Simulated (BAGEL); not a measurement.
# GeH4O2 (SMILES [OH][GeH2][OH]): a chain of runs

Aim: a single-point energy (HF/cc-pVDZ), then a single-point energy (NEVPT2(2,2)/cc-pVDZ), then a single-point energy (CASPT2(2,2)/cc-pVDZ) of GeH4O2. 

The calculation is run with BAGEL 1.2.2.

1 further run of the same task is left out (set aside as unsound or not needed).

## 1. The structure to begin with

GeH4O2 has 7 atoms, charge 0, and is taken as a singlet. SMILES: `[OH][GeH2][OH]`. One bond was lengthened or shortened from a relaxed shape.

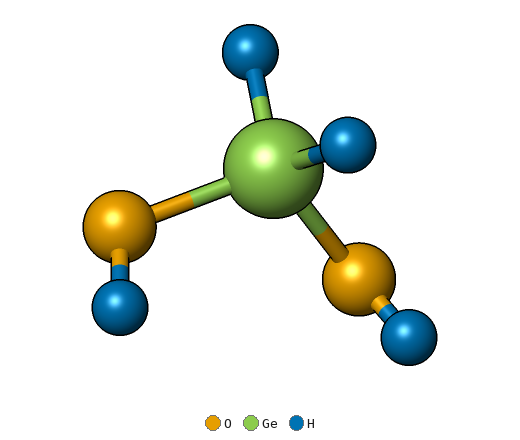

The structure, seen from a chosen angle (oxygen amber, germanium green, hydrogen blue).

## 2. A single-point energy at HF/cc-pVDZ (density fitting with svp-jkfit) (run 1)

calc.json reads:

```json
{ "bagel": [

{
  "title": "molecule",
  "basis": "cc-pvdz.json",
  "df_basis": "svp-jkfit",
  "angstrom": true,
  "geometry": [
    { "atom": "O", "xyz": [   -1.533019,   -0.365568,   -0.045772 ] },
    { "atom": "Ge", "xyz": [   -0.018219,    0.427432,    0.433428 ] },
    { "atom": "O", "xyz": [    1.305681,   -0.748468,    0.528728 ] },
    { "atom": "H", "xyz": [   -1.676619,   -0.368268,   -0.993972 ] },
    { "atom": "H", "xyz": [    0.321681,    1.510932,   -0.610972 ] },
    { "atom": "H", "xyz": [   -0.214219,    0.913532,    1.865428 ] },
    { "atom": "H", "xyz": [    1.625600,   -1.135200,   -0.453800 ] }
  ]
},
{
  "title": "hf"
},
{
  "title": "print",
  "file": "orbitals.molden",
  "orbitals": true
}

]}
```

The basis set cc-pVDZ is read from a file made from the Basis Set Exchange's data (not shown).

Command:

```
$ BAGEL_NUM_THREADS=1 BAGEL calc.json > calc.out
```

Output:

```text
* using 1 threads per process

  ===============================================================
  ===============================================================

  *** Geometry ***

  { "atom" : "O", "xyz" : [     -2.896986,     -0.690823,     -0.086497 ] },
  { "atom" : "Ge", "xyz" : [     -0.034429,      0.807729,      0.819060 ] },
  { "atom" : "O", "xyz" : [      2.467379,     -1.414400,      0.999151 ] },
  { "atom" : "H", "xyz" : [     -3.168351,     -0.695926,     -1.878335 ] },
  { "atom" : "H", "xyz" : [      0.607889,      2.855248,     -1.154570 ] },
  { "atom" : "H", "xyz" : [     -0.404815,      1.726325,      3.525148 ] },
  { "atom" : "H", "xyz" : [      3.071939,     -2.145217,     -0.857558 ] },

  Number of auxiliary basis functions:      492

  Since a DF basis is specified, we compute 2- and 3-index integrals:
    o Being stored without compression. Storage requirement is 0.022 GB

  Number of basis functions:       75
  Number of electrons      :       52

    * METHOD: MOLECULE                             0.26

  *** RHF ***

  === Nuclear Repulsion ===
   218.7535530909

      * DIIS with orbital gradients will be used.

  === RHF iteration (cc-pvdz.json) ===
      0      -2227.09242707          0.02201970           0.07
      1      -2227.25972804          0.01668765           0.06
      2      -2227.41135005          0.00122805           0.06
      3      -2227.41259804          0.00033642           0.06
      4      -2227.41267287          0.00016044           0.06
      5      -2227.41269106          0.00003096           0.07
      6      -2227.41269246          0.00000622           0.07
      7      -2227.41269251          0.00000152           0.07
      8      -2227.41269251          0.00000062           0.07
      9      -2227.41269251          0.00000023           0.07
     10      -2227.41269251          0.00000009           0.07
     11      -2227.41269251          0.00000003           0.07
     12      -2227.41269251          0.00000001           0.07
     13      -2227.41269251          0.00000000           0.07
    * SCF iteration converged.

    * Permanent dipole moment:
           (   -0.173954,    -0.418877,     1.081862) a.u.

    * METHOD: HF                                   1.10

    * METHOD: PRINT                                0.02

  ===============================================================
```

Wall time 1.5 s (1 thread of Arm Neoverse V1, shared host); peak memory 0.15 GiB.

## 3. The energy at NEVPT2(2,2)/cc-pVDZ (density fitting with svp-jkfit) (run 2)

input.json reads:

```json
{ "bagel" : [

{
  "title" : "molecule",
  "basis" : "cc-pvdz.json",
  "df_basis" : "svp-jkfit",
  "angstrom" : true,
  "geometry" : [
    { "atom" : "O", "xyz" : [   -1.533019,   -0.365568,   -0.045772 ] },
    { "atom" : "Ge", "xyz" : [   -0.018219,    0.427432,    0.433428 ] },
    { "atom" : "O", "xyz" : [    1.305681,   -0.748468,    0.528728 ] },
    { "atom" : "H", "xyz" : [   -1.676619,   -0.368268,   -0.993972 ] },
    { "atom" : "H", "xyz" : [    0.321681,    1.510932,   -0.610972 ] },
    { "atom" : "H", "xyz" : [   -0.214219,    0.913532,    1.865428 ] },
    { "atom" : "H", "xyz" : [    1.625600,   -1.135200,   -0.453800 ] }
  ]
},
{
  "title" : "hf"
},
{
  "title" : "nevpt2",
  "nstate" : 1,
  "nact" : 2,
  "nclosed" : 25,
  "active" : [18, 27],
  "maxiter" : 200,
  "natocc" : true,
  "ncore" : 11
},
{
  "title" : "print",
  "file" : "orbitals.molden",
  "orbitals" : true
}

]}
```

The basis set cc-pVDZ is read from a file made from the Basis Set Exchange's data (not shown).

Command:

```
$ BAGEL_NUM_THREADS=1 BAGEL input.json > input.out
```

Output:

```text
* using 1 threads per process

  ===============================================================
  ===============================================================

  *** Geometry ***

  { "atom" : "O", "xyz" : [     -2.896986,     -0.690823,     -0.086497 ] },
  { "atom" : "Ge", "xyz" : [     -0.034429,      0.807729,      0.819060 ] },
  { "atom" : "O", "xyz" : [      2.467379,     -1.414400,      0.999151 ] },
  { "atom" : "H", "xyz" : [     -3.168351,     -0.695926,     -1.878335 ] },
  { "atom" : "H", "xyz" : [      0.607889,      2.855248,     -1.154570 ] },
  { "atom" : "H", "xyz" : [     -0.404815,      1.726325,      3.525148 ] },
  { "atom" : "H", "xyz" : [      3.071939,     -2.145217,     -0.857558 ] },

  Number of auxiliary basis functions:      492

  Since a DF basis is specified, we compute 2- and 3-index integrals:
    o Being stored without compression. Storage requirement is 0.022 GB

  Number of basis functions:       75
  Number of electrons      :       52

    * METHOD: MOLECULE                             0.26

  *** RHF ***

  === Nuclear Repulsion ===
   218.7535530909

      * DIIS with orbital gradients will be used.

  === RHF iteration (cc-pvdz.json) ===
      0      -2227.09242707          0.02201970           0.07
      1      -2227.25972804          0.01668765           0.06
      2      -2227.41135005          0.00122805           0.06
[... 10 lines of this table left out ...]
     13      -2227.41269251          0.00000000           0.07
    * SCF iteration converged.

    * Permanent dipole moment:
           (   -0.173954,    -0.418877,     1.081862) a.u.

    * METHOD: HF                                   1.11

    * freezing 11 orbitals
  ---------------------------
      CASSCF calculation
  ---------------------------

    ==== Active orbitals : =====
         Orbital 18
         Orbital 27
    ============================

    * nstate   :      1
    * nclosed  :     25
    * nact     :      2
    * nvirt    :     48
  === CASSCF iteration (cc-pvdz.json) ===

    * Using the second-order algorithm

      0  0     -2227.41300484     8.77e-05      0.02

      1  0     -2227.42312676     8.17e-04      0.33
[... 27 lines of this table left out ...]
     15  0     -2227.43911685     6.36e-09      0.32

    * Second-order optimization converged. *

     guess   0:   closed 1.                   open ..

  === FCI iteration ===

      0  0     -2227.41211656     1.03e-01      0.00
      1  0     -2227.43904375     4.20e-03      0.00
      2  0 *   -2227.43911685     4.83e-16      0.00

     * ci vector, state   0, <S^2> = 0.0000
       2.     0.9914514161
       .2    -0.1304763947

  === DF-NEVPT2 calculation ===

    * 3-index integral transformation done
    * assembly done

      NEVPT2 correlation energy:   -0.4798123129      0.14

          (+0)     -0.3952338170
          (+0)'    -0.0380162381
          (+1)     -0.0062967914
          (+1)'    -0.0000000000
          (+2)     -0.0006045371
          (-1)     -0.0334004004
          (-1)'     0.0000000000
          (-2)     -0.0062605290

      NEVPT2 total energy:       -2227.9189291675

    * METHOD: NEVPT2                               6.92

    * METHOD: PRINT                                0.02

  ===============================================================
```

Wall time 8.7 s (1 thread of Arm Neoverse V1, shared host); peak memory 0.15 GiB.

## 4. A single-point energy at CASPT2(2,2)/cc-pVDZ (density fitting with svp-jkfit) (run 3)

input.json reads:

```json
{ "bagel": [

{
  "title": "molecule",
  "basis": "cc-pvdz.json",
  "df_basis": "svp-jkfit",
  "angstrom": true,
  "geometry": [
    { "atom": "O", "xyz": [      -1.533019,      -0.365568,      -0.045772 ] },
    { "atom": "Ge", "xyz": [      -0.018219,       0.427432,       0.433428 ] },
    { "atom": "O", "xyz": [       1.305681,      -0.748468,       0.528728 ] },
    { "atom": "H", "xyz": [      -1.676619,      -0.368268,      -0.993972 ] },
    { "atom": "H", "xyz": [       0.321681,       1.510932,      -0.610972 ] },
    { "atom": "H", "xyz": [      -0.214219,       0.913532,       1.865428 ] },
    { "atom": "H", "xyz": [       1.625600,      -1.135200,      -0.453800 ] }
  ]
},

{ "title": "hf" },

{ "title": "casscf", "nstate": 1, "nact": 2, "nclosed": 25, "active": [18, 27], "maxiter": 200, "natocc": true },

{ "title": "print", "file": "orbitals.molden", "orbitals": true },

{ "title": "smith", "method": "caspt2", "ms": true, "xms": true, "sssr": true, "shift": 0.2, "shift_imag": true, "ncore": 11 }

]}
```

The basis set cc-pVDZ is read from a file made from the Basis Set Exchange's data (not shown).

Command:

```
$ BAGEL_NUM_THREADS=1 BAGEL input.json > input.out
```

Output:

```text
* using 1 threads per process

  ===============================================================
  ===============================================================

  *** Geometry ***

  { "atom" : "O", "xyz" : [     -2.896986,     -0.690823,     -0.086497 ] },
  { "atom" : "Ge", "xyz" : [     -0.034429,      0.807729,      0.819060 ] },
  { "atom" : "O", "xyz" : [      2.467379,     -1.414400,      0.999151 ] },
  { "atom" : "H", "xyz" : [     -3.168351,     -0.695926,     -1.878335 ] },
  { "atom" : "H", "xyz" : [      0.607889,      2.855248,     -1.154570 ] },
  { "atom" : "H", "xyz" : [     -0.404815,      1.726325,      3.525148 ] },
  { "atom" : "H", "xyz" : [      3.071939,     -2.145217,     -0.857558 ] },

  Number of auxiliary basis functions:      492

  Since a DF basis is specified, we compute 2- and 3-index integrals:
    o Being stored without compression. Storage requirement is 0.022 GB

  Number of basis functions:       75
  Number of electrons      :       52

    * METHOD: MOLECULE                             0.26

  *** RHF ***

[... 11 lines left out ...]
    * SCF iteration converged.
[... 1 line left out ...]
    * Permanent dipole moment:
[... 27 lines left out ...]
    * Second-order optimization converged. *
[... 9 lines left out ...]
     * ci vector, state   0, <S^2> = 0.0000
[... 16 lines left out ...]
    * Zeroth order energy : state  0       -1.3140667072
[... 4 lines left out ...]
       #      aibj      arbs      arbi      airj      risj      airs      arst      rist         Etot      error   time
[... 2 lines left out ...]
       0  -0.39437  -0.00733  -0.03333  -0.00638  -0.00076  -0.03325  -0.00000  -0.00000   -0.4754321  0.0022662   0.09
       1  -0.39464  -0.00740  -0.03356  -0.00650  -0.00082  -0.03412  -0.00000  -0.00000   -0.4770294  0.0003848   0.08
       2  -0.39467  -0.00741  -0.03349  -0.00650  -0.00082  -0.03420  -0.00000  -0.00000   -0.4770942  0.0000871   0.08
       3  -0.39467  -0.00741  -0.03349  -0.00649  -0.00083  -0.03421  -0.00000  -0.00000   -0.4770968  0.0000198   0.08
       4  -0.39467  -0.00741  -0.03349  -0.00649  -0.00083  -0.03421  -0.00000  -0.00000   -0.4770969  0.0000046   0.08
       5  -0.39467  -0.00741  -0.03349  -0.00649  -0.00083  -0.03421   0.00000  -0.00000   -0.4770969  0.0000010   0.08
       6  -0.39467  -0.00741  -0.03349  -0.00649  -0.00083  -0.03421   0.00000  -0.00000   -0.4770969  0.0000002   0.09

      ------------------------------------------------------------------------------------------------------------------

    * CASPT2 energy : state  0    -2227.9181430241
        w/o shift correction      -2227.9162137858
        reference weight              0.8784974630

    * METHOD: SMITH                                0.82

  ===============================================================
```

Run time: 9 s. Hardware: 1 thread of Arm Neoverse V1, shared host; peak memory 0.18 GiB.

## 5. What came out

| quantity | value |
| --- | --- |
| run 1, HF/cc-pVDZ: total energy | -2227.41269 Eh |
| run 1, HF/cc-pVDZ: dipole moment | 2.98 D |
| run 1, HF/cc-pVDZ: HOMO energy | -12.43 eV |
| run 1, HF/cc-pVDZ: LUMO energy | 3.90 eV |
| run 1, HF/cc-pVDZ: HOMO–LUMO gap | 16.33 eV |
| run 2, NEVPT2(2,2)/cc-pVDZ: total energy | -2227.91893 Eh |
| run 3, CASPT2(2,2)/cc-pVDZ: total energy | -2227.91814 Eh |
